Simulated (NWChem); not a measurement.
**One shape, several levels: C2H6B− (SMILES [BH3-]C=C)**

We compute a comparison of 4 runs (HF/3-21G, HF/def2-SVP, PBE0/def2-SVP, CCSD/6-31+G*) of C2H6B−. 

The results are computed with NWChem 7.3.0.

### 1 Starting point

C2H6B−: 9 atoms, total charge -1, spin state singlet. SMILES: `[BH3-]C=C`. The shape is that of a GFN2-xTB optimisation.

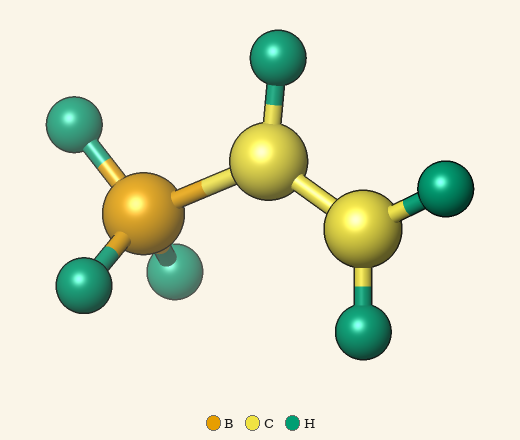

Viewed from a chosen angle; boron amber, carbon yellow, hydrogen teal.

### 2 Energy and gradient at HF/3-21G (run 1)

File geom.nw:

```
start geom
title "C2H6B gradient"
memory 2200 mb
charge -1

geometry units au noautosym nocenter noautoz
   B  -1.18948811  1.45558044 -1.31445570
   C   1.06068438 -0.22977180 -0.09662170
   C   0.89935846 -1.80929938  1.83936492
   H  -2.86359648  0.07094032 -2.12263487
   H  -0.37106662  2.74673582 -3.06434209
   H  -2.09236146  2.85685016  0.29610119
   H   2.94442007 -0.07307571 -0.95049445
   H  -0.87050234 -2.10957686  2.82389334
   H   2.48257100 -2.90836409  2.58918935
end

basis "ao basis" spherical bse
   * library 3-21G
end

scf
   thresh 1e-08
   maxiter 80
end

task scf gradient
```

Started as:

```sh
$ nwchem geom.nw > geom.out
```

The log of the run:

```text
[...]
  functions       =    39
[...]
  wavefunction    = RHF
[...]
         Total SCF energy =   -103.278249381772
      One-electron energy =   -266.746529405918
      Two-electron energy =    100.894368562046
 Nuclear repulsion energy =     62.573911462100
        Time for solution =      0.6s
[...]
                         RHF ENERGY GRADIENTS
    atom               coordinates                        gradient
                 x          y          z           x          y          z
   1 B      -1.189488   1.455580  -1.314456    0.003268  -0.003271   0.002590
   2 C       1.060684  -0.229772  -0.096622   -0.013531   0.003252   0.001084
   3 C       0.899358  -1.809299   1.839365   -0.002199   0.008693  -0.009881
   4 H      -2.863596   0.070940  -2.122635    0.003532   0.001658   0.001765
   5 H      -0.371067   2.746736  -3.064342   -0.000646  -0.002278   0.002784
   6 H      -2.092361   2.856850   0.296101    0.002317  -0.002736  -0.002210
   7 H       2.944420  -0.073076  -0.950494    0.004526   0.000696  -0.002396
   8 H      -0.870502  -2.109577   2.823893   -0.002423  -0.000783   0.001755
   9 H       2.482571  -2.908364   2.589189    0.005156  -0.005230   0.004511
[...]
```

Wall time 1.3 s (1 thread of Intel Xeon 6975P-C (Granite Rapids), shared host); peak memory 0.097 GiB.

### 3 Energy and forces at HF/def2-SVP (run 2)

File run.py:

```python
from ase import Atoms
from ase.calculators.nwchem import NWChem

mol = Atoms(['B', 'C', 'C', 'H', 'H', 'H', 'H', 'H', 'H'], positions=[
    [-0.629450, 0.770260, -0.695580],
    [0.561290, -0.121590, -0.051130],
    [0.475920, -0.957440, 0.973350],
    [-1.515350, 0.037540, -1.123250],
    [-0.196360, 1.453510, -1.621580],
    [-1.107230, 1.511780, 0.156690],
    [1.558120, -0.038670, -0.502980],
    [-0.460650, -1.116340, 1.494340],
    [1.313720, -1.539040, 1.370140],
])

calc = NWChem(
    label='geom',
    theory='scf',
    memory='2200 mb',
    basis='def2-SVP',
    basispar='spherical bse',
    charge=-1,
    scf={'nopen': '0', 'rhf': None, 'thresh': '1e-08', 'maxiter': '80'},
)
mol.calc = calc

forces = mol.get_forces()
e = mol.get_potential_energy()
print(f"E = {e:.6f} eV")
print("forces (eV/A):")
for s, f in zip(mol.symbols, forces):
    print(f"{s:2s} {f[0]:10.5f} {f[1]:10.5f} {f[2]:10.5f}")
print("dipole (e A):", mol.get_dipole_moment().round(4))
```

Started as:

```sh
$ export ASE_NWCHEM_COMMAND="nwchem PREFIX.nwi > PREFIX.nwo"
$ python run.py
```

The log of the run:

```text
E = -2824.239453 eV
forces (eV/A):
B    -0.00848    0.05620   -0.05610
C     0.40834    0.03162   -0.19006
C     0.26863   -0.44768    0.45442
H    -0.37302   -0.25454   -0.19664
H     0.13447    0.26971   -0.35075
H    -0.21644    0.31470    0.30606
H     0.00062   -0.06937    0.07914
H    -0.22734    0.00087    0.08125
H     0.01322    0.09842   -0.12727
dipole (e A): [ 0.5109 -0.5098  0.427 ]
```

The calculator wrote geom.nwi:

```
title "geom"

permanent_dir geom

scratch_dir geom

start geom

geometry units angstrom nocenter noautosym noautoz
  B  -6.2944999999999995e-01 7.7025999999999994e-01 -6.9557999999999998e-01
  C  5.6128999999999996e-01 -1.2159000000000000e-01 -5.1130000000000002e-02
  C  4.7592000000000001e-01 -9.5743999999999996e-01 9.7335000000000005e-01
  H  -1.5153500000000000e+00 3.7539999999999997e-02 -1.1232500000000001e+00
  H  -1.9636000000000001e-01 1.4535100000000001e+00 -1.6215800000000000e+00
  H  -1.1072299999999999e+00 1.5117799999999999e+00 1.5669000000000000e-01
  H  1.5581199999999999e+00 -3.8670000000000003e-02 -5.0297999999999998e-01
  H  -4.6065000000000000e-01 -1.1163400000000001e+00 1.4943400000000000e+00
  H  1.3137200000000000e+00 -1.5390400000000000e+00 1.3701399999999999e+00
end

charge -1

memory 2200 mb

basis spherical bse noprint
   * library def2-SVP
end

scf
  nopen 0
  rhf
  thresh 1e-08
  maxiter 80
end

task scf gradient
```

geom.nwo:

```text
Northwest Computational Chemistry Package (NWChem) 7.3.0
             --------------------------------------------------------

           Job information
           ---------------

    nwchem branch   = 7.3.0
    use scalapack   = T
    input           = geom.nwi
    prefix          = geom.
    data base       = geom/geom.db
    status          = startup
    nproc           =        1

           Memory information
           ------------------

    heap     =     72089596 doubles =      550.0 Mbytes
    stack    =     72089601 doubles =      550.0 Mbytes
    global   =    144179200 doubles =     1100.0 Mbytes (distinct from heap & stack)
    total    =    288358397 doubles =     2200.0 Mbytes
    verify   = yes
    hardfail = no

[... 136 lines left out ...]
 Convergence threshold     :          1.000E-08
[... 13 lines left out ...]
       Final RHF  results
[... 3 lines left out ...]
      One-electron energy =   -267.282481998843
[... 1 line left out ...]
 Nuclear repulsion energy =     62.573915956711
[... 30 lines left out ...]
                       ROHF Final Molecular Orbital Analysis
[... 191 lines left out ...]
                         RHF ENERGY GRADIENTS

    atom               coordinates                        gradient
                 x          y          z           x          y          z
   1 B      -1.189488   1.455580  -1.314456    0.000165  -0.001093   0.001091
   2 C       1.060684  -0.229772  -0.096622   -0.007941  -0.000615   0.003696
   3 C       0.899358  -1.809299   1.839365   -0.005224   0.008706  -0.008837
[... 5 lines of this table left out ...]
   9 H       2.482571  -2.908364   2.589189   -0.000257  -0.001914   0.002475

                 ----------------------------------------
                 |  Time  |  1-e(secs)   |  2-e(secs)   |
                 ----------------------------------------
                 |  CPU   |       0.00   |       0.65   |
                 ----------------------------------------
                 |  WALL  |       0.00   |       0.65   |
                 ----------------------------------------

 Task  times  cpu:        5.1s     wall:        5.1s
 Total times  cpu:        5.1s     wall:        5.1s
```

Run time: 6.3 s. Hardware: 1 thread of Intel Xeon 6975P-C (Granite Rapids), shared host; peak memory 0.099 GiB.

Run 3 isn't shown in full; the table further down has it.

### 4 A single-point energy at CCSD/6-31+G(d) (spherical functions) (run 4)

File struct.nw:

```
start struct
title "C2H6B"
memory 2200 mb
charge -1
geometry units angstrom noautosym nocenter noautoz
  B    -0.629450    0.770260   -0.695580
  C     0.561290   -0.121590   -0.051130
  C     0.475920   -0.957440    0.973350
  H    -1.515350    0.037540   -1.123250
  H    -0.196360    1.453510   -1.621580
  H    -1.107230    1.511780    0.156690
  H     1.558120   -0.038670   -0.502980
  H    -0.460650   -1.116340    1.494340
  H     1.313720   -1.539040    1.370140
end
basis spherical bse
  * library 6-31+G*
end
scf
  thresh 1e-08
  maxiter 80
end
ccsd
  freeze core 3
  maxiter 60
end
task ccsd energy
```

Started as:

```sh
$ nwchem struct.nw > struct.out
```

The log of the run:

```text
[...]
  functions       =    66
[...]
  wavefunction    = RHF
[...]
         Total SCF energy =   -103.868486420554
      One-electron energy =   -267.242693034550
      Two-electron energy =    100.800290657286
 Nuclear repulsion energy =     62.573915956711
        Time for solution =      4.6s
[...]
 Total MP2 energy:           -104.222511520845913
[...]
             energy      energy      error      ampl     ampl      Block
                                                time     time      time
[...]
 Total CCSD energy:           -104.262975422346344
[...]
```

It took 32 s on 1 thread of Intel Xeon 6975P-C (Granite Rapids), shared host; peak memory 0.13 GiB.

### 5 The series

| run | level | iteration cap | module | energy (Eh) | HOMO energy (eV) | LUMO energy (eV) | HOMO–LUMO gap (eV) | wall time |
| --- | --- | --- | --- | --- | --- | --- | --- | --- |
| 1 | HF/3-21G | 80 | scf | -103.278249 | -3.71 | 10.56 | 14.27 | 1.3 s |
| 2 | HF/def2-SVP | 80 | scf | -103.788886 | -3.93 | 9.87 | 13.80 | 6.3 s |
| 3 | PBE0/def2-SVP | 100 | dft | -104.433888 | – | – | – | 25 s |
| 4 | CCSD/6-31+G* (spherical functions) | 80 | ccsd | -104.262975 | -4.06 | 5.21 | 9.27 | 32 s |

### 6 Outcome

| quantity | value |
| --- | --- |
| run 4: total energy | -104.26298 Eh |
| run 4: HOMO energy (Hartree–Fock orbitals) | -4.06 eV |
| run 4: LUMO energy (Hartree–Fock orbitals) | 5.21 eV |
| run 4: HOMO–LUMO gap (to an unbound level, set by the basis) | 9.27 eV |
| run 4: correlation energy (3 core orbitals frozen) | -394.5 mEh |

All runs together took 64 s, the longest 32 s.
